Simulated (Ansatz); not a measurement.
Run report: Al16Ru, nudged elastic band (part 2 of 2)

The same run, continued: Al16Ru (slab, 17 atoms in the cell); DFT r2SCAN-D3(BJ), scalar-relativistic, plane waves, PAW, PAW set soft_1, no spin polarisation (Ansatz 0.2.0); cutoff 500 eV, 3×3×1 k-mesh, Gaussian smearing of 0.15 eV. The run did not end well. The input holds or restrains some coordinates. It belongs to a series of runs on one base structure; here: band between the two ends.

Geometry of the input (Å; fractional positions):
```
5.7276  0.0000  0.0000
2.8638  4.9602  0.0000
0.0000  0.0000  18.0148
Al 0.0000  0.0000  0.0555
Al 0.5000  0.0000  0.0555
Al -0.0000  0.5000  0.0555
Al 0.5000  0.5000  0.0555
Al 0.1672  0.1664  0.1824
Al 0.6632  0.1701  0.1800
Al 0.1681  0.6659  0.1826
Al 0.6632  0.6666  0.1800
Al -0.1689  0.3344  0.3037
Al 0.3403  0.3263  0.3121
Al -0.1738  0.8369  0.3026
Al 0.3403  0.8334  0.3121
Al -0.0376  -0.0103  0.4271
Al 0.3870  0.0564  0.4657
Al -0.0375  0.5478  0.4271
Al 0.4915  0.5042  0.4418
Ru -0.0968  0.2984  0.5159
```

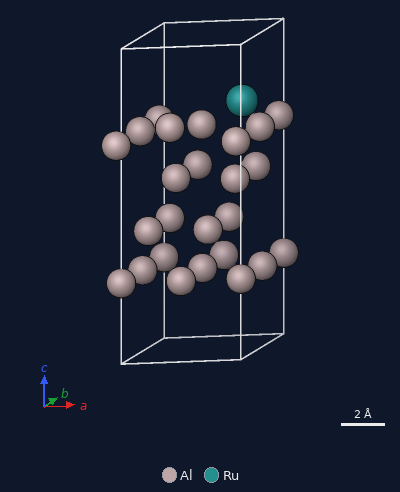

Fig. 1: The starting structure (spheres-only view of the cell of the calculation, with the vacuum cut short, seen slightly off an axis). An atom can appear more than once, as a periodic image.

```
Step failed. What follows is not a result of the run: it is the report of the last solve that finished, which converged after 9 SCF iterations.
Free energy (F): -14535.093384 eV
Harris-Foulkes:  -14535.093384 eV  (|F-HF|=2.26e-8)
Internal energy: -14535.057158 eV  (E = F + TS)
E sigma→0 (E₀):  -14535.075271 eV
Entropy (-TS):   -0.036226 eV (-2.131 meV/atom)
Fermi energy:    2.943494 eV
--- Per-component energies (eV) ---
  E_band       = -449.074829
  E_kinetic    = 817.354942
  E_local      = -9418.280947  (includes V_loc(G=0)·N_el)
  E_nonlocal   = 575.198185
  E_hartree    = 4311.058815
  E_xc         = -714.525300
  E_vxc        = -729.259254  (∫ρ·V_xc dr)
  E_paw        = -11121.881408  (= ΣΔE_a)
  E_vpaw       = -353.526013  (= ΣTr[D̂ρ^β])
  E_aug_tail   = 0.000648  (compensation charges beyond the density's cutoff)
  E_vtau       = 37.328525  (kinetic-family band-sum trace: ∫τ·v_τ [+ j·A + Jᵃ·Aᵃ] dr)
  E_ewald      = 1019.352591
  E_disp       = -2.062003  (pairwise vdW)
  E_core_change = -1.272682  (= ΣΔE_core)
  E_smearing   = -0.036226  (= −TS)
  E_closure    = -0.000000  (closes the sum)
  Σ components = -14535.093384   (vs F -14535.093384, Δ=0.00e0)
--- Forces (eV/Å), atoms counted from 1 ---
  atom   1  Al    -0.07302264    -0.08367145    -0.04578349
  atom   2  Al     0.03118100    -0.10249698    -0.09031481
  atom   3  Al    -0.03211162     0.07534789    -0.08628089
  atom   4  Al    -0.00695439    -0.02077835     0.03399508
  atom   5  Al    -0.01059554     0.03173660     0.02300208
  atom   6  Al     0.02064258    -0.01588107     0.00508843
  atom   7  Al    -0.04201088     0.02731496     0.00352262
  atom   8  Al     0.05327692    -0.00740349    -0.03172244
  atom   9  Al     0.03636050    -0.06061011     0.01187110
  atom  10  Al    -0.01486348     0.01469797     0.03267461
  atom  11  Al     0.03344183     0.04199150    -0.06519011
  atom  12  Al    -0.05305887     0.07852532     0.09703220
  atom  13  Al    -0.02143813    -0.03196412     0.19248569
  atom  14  Al    -0.02205088     0.02269511    -0.01518071
  atom  15  Al     0.05121541    -0.08661359    -0.00494338
  atom  16  Al     0.15137973     0.02179076     0.06255674
  atom  17  Ru    -0.10142670     0.09525424    -0.12275123
  max |Σ_I F_I| component: 6.48e-5 eV/Å
--- Band table (eV; the first three rows and the last of 5) ---
  k-point 0: bands = ["-70.5948", "-40.0696", "-39.8889", "-39.8580", "-8.6784", "-7.4167", "-5.6855", "-3.3040", "-2.5747", "-2.5436", "-2.5047", "-2.4347", "-2.3964", "-2.3840", "-1.5401", "-1.4560", "-1.3903", "-1.3688", "-1.3134", "-1.1834", "-0.6795", "-0.2082", "-0.1294", "0.0558", "0.2356", "0.3403", "0.7511", "1.5104", "1.5866", "1.7184", "2.1114", "2.2465", "2.7571", "2.9547", "3.5695", "3.5905", "3.6991", "3.7185", "3.8378", "4.4716", "5.0783", "5.1791", "5.2961", "5.6677", "5.6794", "5.7698", "6.7174", "7.0045", "7.7354"]
  k-point 1: bands = ["-70.5948", "-40.0696", "-39.8889", "-39.8581", "-7.9738", "-6.7233", "-5.8791", "-5.0074", "-4.6467", "-3.8257", "-3.7978", "-2.9960", "-2.7319", "-2.6229", "-2.4631", "-1.1253", "-1.0523", "-0.6200", "-0.3113", "0.1388", "0.1913", "0.6100", "0.7074", "1.0369", "1.0736", "1.5669", "1.7160", "1.8873", "2.0618", "2.4355", "2.4900", "2.6041", "3.0797", "3.5088", "3.6441", "3.8548", "3.9256", "4.1761", "4.3366", "4.4125", "4.9906", "5.2633", "5.4228", "5.4677", "5.7254", "6.2954", "6.5505", "7.0060", "7.2872"]
  k-point 2: bands = ["-70.5948", "-40.0696", "-39.8889", "-39.8581", "-7.9740", "-6.7242", "-5.8791", "-5.0065", "-4.6419", "-3.8422", "-3.7856", "-2.9964", "-2.7482", "-2.5854", "-2.4598", "-1.1521", "-0.9932", "-0.6163", "-0.3062", "0.1072", "0.1707", "0.6228", "0.7110", "1.0060", "1.0943", "1.5743", "1.7025", "1.8683", "2.0572", "2.3210", "2.5061", "2.5602", "3.0829", "3.5009", "3.7248", "3.7682", "3.8982", "4.1449", "4.3758", "4.4752", "5.0672", "5.3107", "5.4238", "5.4928", "5.7525", "6.2386", "6.5042", "7.0413", "7.2578"]
  k-point 4: bands = ["-70.5948", "-40.0696", "-39.8889", "-39.8581", "-6.6058", "-6.5894", "-6.5376", "-5.4816", "-5.3126", "-5.1967", "-3.7108", "-3.6343", "-3.5336", "-1.3662", "-1.2475", "-1.1527", "-0.5649", "-0.4489", "-0.4435", "0.2872", "0.3401", "0.3698", "0.9501", "0.9915", "1.1116", "1.1577", "1.3378", "1.8484", "1.8993", "2.0782", "2.4282", "3.2146", "3.7992", "3.8472", "4.3150", "4.4625", "5.2457", "5.3335", "5.3748", "5.5113", "5.5484", "5.6025", "5.7700", "5.8916", "6.0302", "6.5298", "6.6516", "6.7513", "6.7907"]
End of that report.
this run last wrote the band of iteration 10 to [file]
Error: NEB band did not converge after 10 iterations: max|band force component| = 1.91e-1 eV/Å (threshold 5.0e-2); raise `neb.max_iterations` in a new run, which can start from the last band evaluated (`neb.initial_path`, with `crystal.atoms` and `neb.final_atoms` set to its first and last images), add images, or start from endpoints closer to local minima. Where this run's directory can be resumed (`checkpoint.write`), a resume goes on for up to `neb.max_iterations` more; to start a new run from the last band, take its images' positions from the `neb_iteration` event of iteration 10 (`data.images[].positions_ang`), in the event stream of the run that computed that iteration (not this run's, if it was resumed behind it). With `checkpoint.write`, `steps/00-neb/state/checkpoint.json` in the run directory holds the last saved band, under `neb.evaluated.images[].positions_ang` (a band under a hybrid functional on support functions is neither saved nor resumed: `neb.initial_path` says where its path is): check the last entry of `neb.iterations` there, which is earlier than 10 if that iteration was not saved or its write failed. If the band's step has no `state` directory and holds `state.next`, a write was cut short, and the file is under `state.next` instead (behind a loss of power it can be under `state.prev`)
this run wrote the band of iteration 10 to [file] as well, whether or not its events were kept: a new run's `neb.initial_path` can list its `images[].positions_ang`
a run's events are kept only if it was started with --events-out <file>, and are in that file
```

The last band as extended XYZ (Å, eV, eV/Å)
```
17
Lattice="5.7276 0.0000 0.0000 2.8638 4.9602 0.0000 0.0000 0.0000 18.0148" Properties=species:S:1:pos:R:3:forces:R:3 image=0 energy=-14535.23920
Al    0.0000    0.0000    1.0000    0.0517   0.1224  -0.0246
Al    2.8638    0.0000    1.0000   -0.0370   0.0213   0.0654
Al    1.4319    2.4801    1.0000   -0.0802  -0.1060  -0.0246
Al    4.2957    2.4801    1.0000    0.0676  -0.0391  -0.0114
Al    1.4342    0.8253    3.2865   -0.0001   0.0000   0.0018
Al    4.2859    0.8437    3.2427   -0.0015  -0.0002   0.0004
Al    2.8698    3.3033    3.2895   -0.0017   0.0010   0.0006
Al    5.7079    3.3067    3.2427   -0.0006   0.0014   0.0004
Al   -0.0095    1.6588    5.4706    0.0027  -0.0015   0.0015
Al    2.8833    1.6183    5.6230    0.0000  -0.0021  -0.0031
Al    1.4014    4.1511    5.4509    0.0009  -0.0006  -0.0031
Al    4.3356    4.1340    5.6231    0.0018   0.0012  -0.0030
Al   -0.2446   -0.0512    7.6938   -0.0062  -0.0025  -0.0029
Al    2.3783    0.2799    8.3896    0.0005  -0.0001   0.0002
Al    1.3541    2.7171    7.6934   -0.0011   0.0067  -0.0026
Al    4.2590    2.5011    7.9592   -0.0008   0.0004  -0.0014
Ru    0.3002    1.4802    9.2933    0.0038  -0.0023   0.0064
17
Lattice="5.7276 0.0000 0.0000 2.8638 4.9602 0.0000 0.0000 0.0000 18.0148" Properties=species:S:1:pos:R:3:forces:R:3 image=1 energy=-14535.09346
Al    0.0000    0.0000    1.0000    0.0358   0.1050  -0.0458
Al    2.8638    0.0000    1.0000    0.0144   0.0163   0.0340
Al    1.4319    2.4801    1.0000   -0.0814  -0.0100  -0.0862
Al    4.2957    2.4801    1.0000    0.1042   0.0240  -0.0903
Al    1.4511    0.8502    3.2604   -0.0445   0.0226   0.0035
Al    4.3163    0.8654    3.2343    0.0241  -0.0100   0.0051
Al    2.8805    3.3460    3.2723   -0.0327  -0.0067   0.0229
Al    5.7308    3.3537    3.2651    0.0330  -0.0423  -0.0316
Al    0.0247    1.7189    5.4730   -0.0196  -0.0498  -0.0651
Al    2.9136    1.6838    5.4980   -0.0200   0.0054   0.0325
Al    1.4246    4.2428    5.5142    0.0706  -0.0010   0.0120
Al    4.3627    4.2056    5.5942   -0.0945   0.0069   0.0969
Al   -0.0701    0.0360    7.7908    0.0171   0.0343   0.1930
Al    2.6772   -0.1855    8.3962    0.0568  -0.1416   0.0626
Al    1.5466    2.5918    7.6148    0.1009  -0.0013  -0.0052
Al    4.1542    2.4419    7.8282   -0.0310   0.0075  -0.0153
Ru    0.1635    1.8830    9.2544   -0.1332   0.0407  -0.1230
17
Lattice="5.7276 0.0000 0.0000 2.8638 4.9602 0.0000 0.0000 0.0000 18.0148" Properties=species:S:1:pos:R:3:forces:R:3 image=2 energy=-14535.12264
Al    0.0000    0.0000    1.0000    0.0443   0.0702   0.0730
Al    2.8638    0.0000    1.0000   -0.0086  -0.0521   0.0396
Al    1.4319    2.4801    1.0000   -0.1418   0.0238  -0.0901
Al    4.2957    2.4801    1.0000    0.1508   0.0471  -0.0780
Al    1.4410    0.8466    3.2665   -0.0083   0.0014  -0.0057
Al    4.3239    0.8417    3.2318    0.0027   0.0125   0.0111
Al    2.8714    3.3276    3.2803    0.0045   0.0103   0.0041
Al    5.7264    3.3425    3.2778    0.0071   0.0129   0.0029
Al   -0.0002    1.7271    5.4814    0.0171   0.0066  -0.0111
Al    2.9498    1.6695    5.4871   -0.0375   0.0249  -0.0115
Al    1.4383    4.2494    5.5431    0.0451   0.0303   0.0342
Al    4.2791    4.2521    5.6458    0.0274   0.0162  -0.0103
Al    0.0100    0.2448    8.1134    0.0528   0.0609  -0.0004
Al    2.8907   -0.2861    8.1205   -0.0130  -0.0054   0.0673
Al    1.6184    2.4849    7.5585    0.0108   0.0493   0.1580
Al    4.1394    2.4837    7.8613   -0.0479   0.0220  -0.1109
Ru    0.1810    2.4714    9.3108   -0.1054  -0.3310  -0.0719
17
Lattice="5.7276 0.0000 0.0000 2.8638 4.9602 0.0000 0.0000 0.0000 18.0148" Properties=species:S:1:pos:R:3:forces:R:3 image=3 energy=-14534.74050
Al    0.0000    0.0000    1.0000    0.0439  -0.0252   0.1207
Al    2.8638    0.0000    1.0000   -0.0100  -0.0692  -0.0313
Al    1.4319    2.4801    1.0000   -0.0762   0.0440  -0.1300
Al    4.2957    2.4801    1.0000    0.0550   0.0434  -0.0314
Al    1.4353    0.8331    3.2757    0.0076  -0.0022  -0.0041
Al    4.3220    0.8115    3.2262   -0.0048   0.0028   0.0149
Al    2.8599    3.3007    3.2759    0.0057  -0.0056  -0.0041
Al    5.7075    3.3184    3.2843   -0.0020   0.0011  -0.0110
Al   -0.0414    1.6617    5.5083    0.0462  -0.0099  -0.0736
Al    2.9721    1.5908    5.4917   -0.0460   0.0264  -0.0854
Al    1.4039    4.1653    5.5087    0.0315  -0.0348  -0.0729
Al    4.1976    4.1902    5.6536    0.0325  -0.0189  -0.0353
Al   -0.1406    0.0792    8.2993    0.0358  -0.0202  -0.0057
Al    2.8315   -0.0517    7.9394   -0.0127   0.1191  -0.0142
Al    1.6352    2.3623    7.4977    0.0088  -0.0061   0.1853
Al    4.3244    2.5317    7.9379   -0.1101  -0.0481  -0.0133
Ru    0.4624    3.0385    9.2825   -0.0052   0.0034   0.1914
17
Lattice="5.7276 0.0000 0.0000 2.8638 4.9602 0.0000 0.0000 0.0000 18.0148" Properties=species:S:1:pos:R:3:forces:R:3 image=4 energy=-14535.12222
Al    0.0000    0.0000    1.0000   -0.0385  -0.0735   0.0732
Al    2.8638    0.0000    1.0000    0.0344  -0.1542  -0.0780
Al    1.4319    2.4801    1.0000   -0.0916   0.1107  -0.0902
Al    4.2957    2.4801    1.0000    0.0409   0.0334   0.0396
Al    1.4177    0.8096    3.2803   -0.0065  -0.0091   0.0040
Al    4.2967    0.7946    3.2318   -0.0097  -0.0086   0.0111
Al    2.8511    3.2889    3.2666   -0.0054   0.0063  -0.0058
Al    5.6961    3.2899    3.2778   -0.0077  -0.0126   0.0028
Al   -0.0973    1.5897    5.5428   -0.0036  -0.0543   0.0342
Al    2.8928    1.5706    5.4872   -0.0403   0.0195  -0.0109
Al    1.3679    4.0965    5.4816    0.0025  -0.0182  -0.0112
Al    4.1846    4.0884    5.6459   -0.0003  -0.0318  -0.0103
Al   -0.2076   -0.1322    8.1134   -0.0265  -0.0761  -0.0001
Al    2.7820    0.1326    7.8618   -0.0424   0.0305  -0.1113
Al    1.5204    2.3151    7.5584   -0.0373  -0.0333   0.1582
Al    4.5563    2.5988    8.1203   -0.0017   0.0141   0.0673
Ru    0.8135    3.5664    9.3109    0.2337   0.2571  -0.0726
17
Lattice="5.7276 0.0000 0.0000 2.8638 4.9602 0.0000 0.0000 0.0000 18.0148" Properties=species:S:1:pos:R:3:forces:R:3 image=5 energy=-14535.09338
Al    0.0000    0.0000    1.0000   -0.0730  -0.0837  -0.0458
Al    2.8638    0.0000    1.0000    0.0312  -0.1025  -0.0903
Al    1.4319    2.4801    1.0000   -0.0321   0.0753  -0.0863
Al    4.2957    2.4801    1.0000   -0.0070  -0.0208   0.0340
Al    1.4062    0.7924    3.2723   -0.0106   0.0317   0.0230
Al    4.2724    0.7892    3.2343    0.0206  -0.0159   0.0051
Al    2.8529    3.2781    3.2605   -0.0420   0.0273   0.0035
Al    5.6885    3.2803    3.2652    0.0533  -0.0074  -0.0317
Al   -0.0984    1.6047    5.5143    0.0364  -0.0606   0.0119
Al    2.8623    1.5946    5.4980   -0.0149   0.0147   0.0327
Al    1.3873    4.0790    5.4730    0.0334   0.0420  -0.0652
Al    4.2665    4.0390    5.5942   -0.0531   0.0785   0.0970
Al   -0.0663    0.0423    7.7911   -0.0214  -0.0320   0.1925
Al    2.8260    0.1410    7.8281   -0.0221   0.0227  -0.0152
Al    1.3924    2.3244    7.6147    0.0512  -0.0866  -0.0049
Al    4.3626    2.7338    8.3959    0.1514   0.0218   0.0626
Ru    1.3146    3.8765    9.2544   -0.1014   0.0953  -0.1228
17
Lattice="5.7276 0.0000 0.0000 2.8638 4.9602 0.0000 0.0000 0.0000 18.0148" Properties=species:S:1:pos:R:3:forces:R:3 image=6 energy=-14535.23920
Al    0.0000    0.0000    1.0000   -0.0802  -0.1060  -0.0246
Al    2.8638    0.0000    1.0000    0.0676  -0.0391  -0.0114
Al    1.4319    2.4801    1.0000    0.0517   0.1224  -0.0246
Al    4.2957    2.4801    1.0000   -0.0370   0.0213   0.0654
Al    1.4380    0.8231    3.2895   -0.0017   0.0010   0.0006
Al    4.2760    0.8266    3.2427   -0.0006   0.0014   0.0004
Al    2.8661    3.3054    3.2865   -0.0001   0.0000   0.0018
Al    5.7178    3.3238    3.2427   -0.0015  -0.0002   0.0004
Al   -0.0305    1.6710    5.4509    0.0009  -0.0006  -0.0031
Al    2.9038    1.6539    5.6231    0.0018   0.0012  -0.0030
Al    1.4224    4.1389    5.4706    0.0027  -0.0015   0.0015
Al    4.3152    4.0984    5.6230    0.0000  -0.0021  -0.0031
Al   -0.0778    0.2370    7.6934   -0.0011   0.0067  -0.0026
Al    2.8271    0.0210    7.9592   -0.0008   0.0004  -0.0014
Al    1.1873    2.4289    7.6938   -0.0062  -0.0025  -0.0029
Al    3.8102    2.7600    8.3896    0.0005  -0.0001   0.0002
Ru    1.7321    3.9603    9.2933    0.0038  -0.0023   0.0064
```
